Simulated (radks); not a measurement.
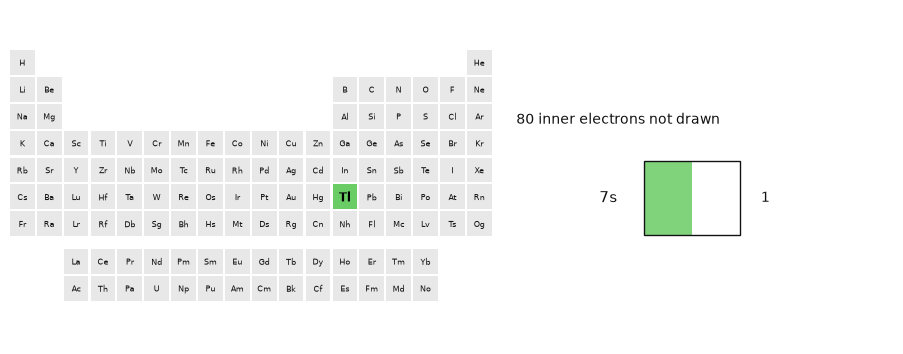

**Figure 1.** Left, the place of thallium in the periodic table; right, the outer shells as the input fills them: a box for each of the 2l + 1 orbitals, shaded by the share of the shell that is filled, with the electron count at the right.

# Atomic calculation for Tl

- system: the neutral thallium atom in the configuration [Xe] 4f14 5d10 6s2 7s1.
- method: scalar-relativistic Kohn-Sham, r2SCAN, spin-unpolarised, spherical densities, finite nucleus (the in-house radial solver radks)

## The input
```
Z 81
configuration [Hg] 7s1
relativity scalar-relativistic
functional r2scan,r2scan
spin unpolarised
nucleus finite rms 5.4759 fm
c 137.035999084
```

Energies in input and log are in hartree, lengths in bohr (the nuclear radius in fm).

Hardware: 1 CPU thread, shared host.

## Log
```
1s      1   2.0000       -3149.05763792
2s      1   2.0000        -561.88939253
2p      1   6.0000        -483.30766262
3s      1   2.0000        -134.63971310
3p      1   6.0000        -111.92363548
3d      1  10.0000         -88.31088241
4s      1   2.0000         -30.39849309
4p      1   6.0000         -22.92048379
4d      1  10.0000         -14.10118974
4f      1  14.0000          -4.36084488
5s      1   2.0000          -5.03054065
5p      1   6.0000          -2.99393581
5d      1  10.0000          -0.71053130
6s      1   2.0000          -0.46277175
7s      1   1.0000          -0.05968773
Etot -20242.963330554583
Ekin 22787.44723626341
Encl -50463.46261405591
Eh 7811.857731672833
Exc -378.80568443491563
err 5.454592204312005e-06
it 15
```

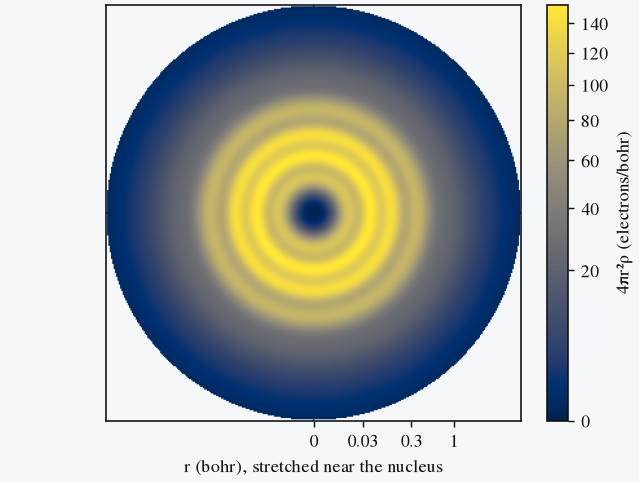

**Figure 2.** The radial density 4πr²ρ as a disc about the nucleus, with the radius drawn as r to the power 0.3. There are 5 maxima, at r = 0.0108, 0.0506, 0.140, 0.362 and 6.77 bohr, parted by minima at 0.0210, 0.0900, 0.255 and 4.87 bohr, inside which lie 1.9, 11.0, 29.9 and 80.1 electrons. The outermost maximum is faint. The configuration has 7 principal shells, so not every shell has a maximum of its own.

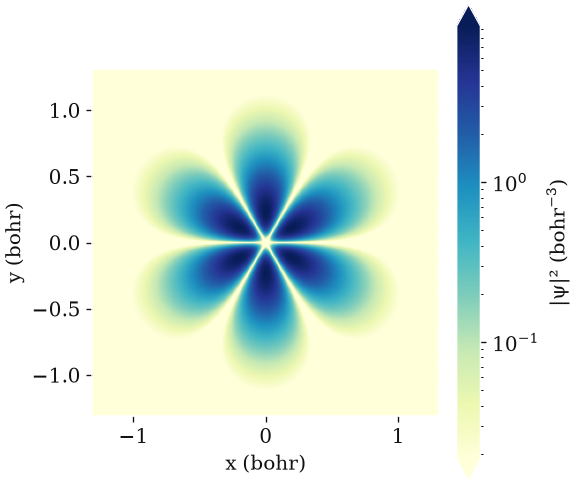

**Figure 3.** The 4f(y(3x²−y²)) orbital. In the xy plane through the nucleus, the colour gives |ψ|² on a logarithmic scale. The radial function comes from the spherical calculation and is multiplied by a real spherical harmonic; the overall sign is chosen so that the largest lobe of P(r) is positive; at the scalar-relativistic level it is the large component. It has three nodal planes that hold the z axis and no radial node. The maximum of P² lies at 0.359 bohr, ⟨r⟩ = 0.468 bohr, 90 % of the charge lies within 0.745 bohr, and the eigenvalue is −118.7 eV, with 14 electrons in the shell.

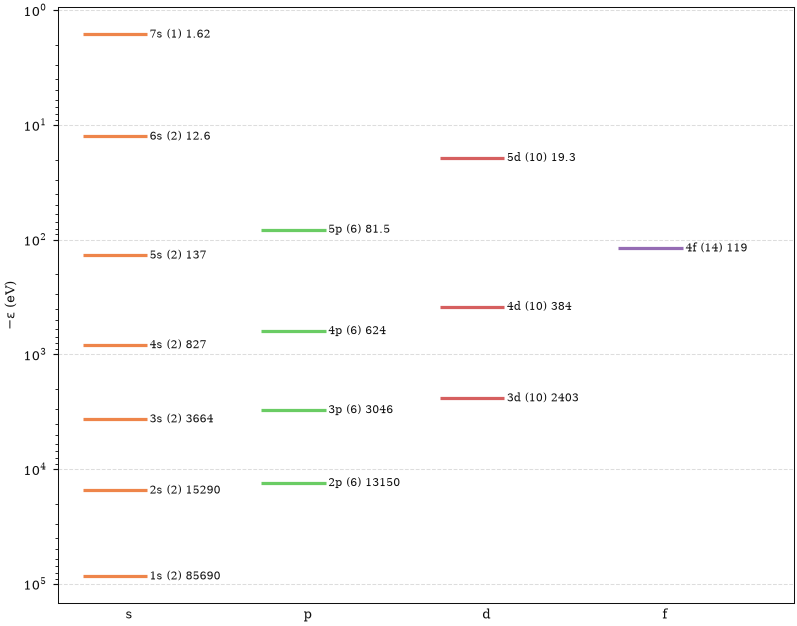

**Figure 4.** All occupied levels, on a logarithmic scale of binding energy, are drawn (occupations in brackets). The highest occupied level is 7s at −1.62 eV. The highest 5 occupied levels, from the top down, are 7s (−1.62 eV), 6s (−12.6 eV), 5d (−19.3 eV), 5p (−81.5 eV), 4f (−118.7 eV).

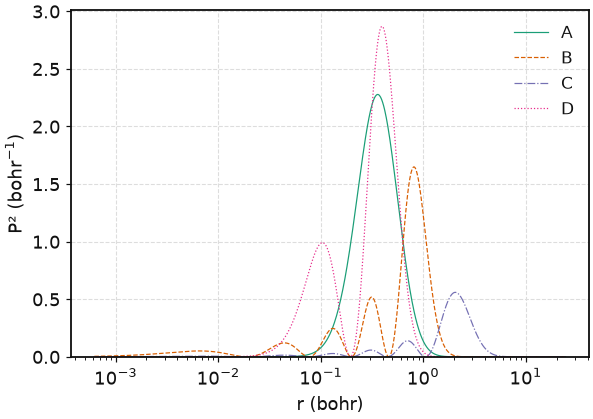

**Figure 5.** The radial probability densities P² of 4d, 4f, 6s and 5s. A is 4f; B is 5s; C is 6s; D is 4d. 4d: outer maximum at 0.395 bohr, ⟨r⟩ = 0.440 bohr, 1 node, eigenvalue −383.7 eV; 4f: outer maximum at 0.359 bohr, ⟨r⟩ = 0.468 bohr, 0 nodes, eigenvalue −118.7 eV; 5s: outer maximum at 0.809 bohr, ⟨r⟩ = 0.880 bohr, 4 nodes, eigenvalue −136.9 eV; 6s: outer maximum at 2.05 bohr, ⟨r⟩ = 2.39 bohr, 5 nodes, eigenvalue −12.6 eV.

## Key numbers

```tsv
quantity	value
outcome	converged
total energy	−20242.9633 hartree
kinetic energy	22787.4472 hartree
electron–nucleus energy	−50463.4626 hartree
Hartree energy	7811.8577 hartree
exchange–correlation energy	−378.805684 hartree
radius at density 0.001 e/bohr³	4.05 bohr
SCF iterations	15
```

## Remarks

This is an excited configuration.
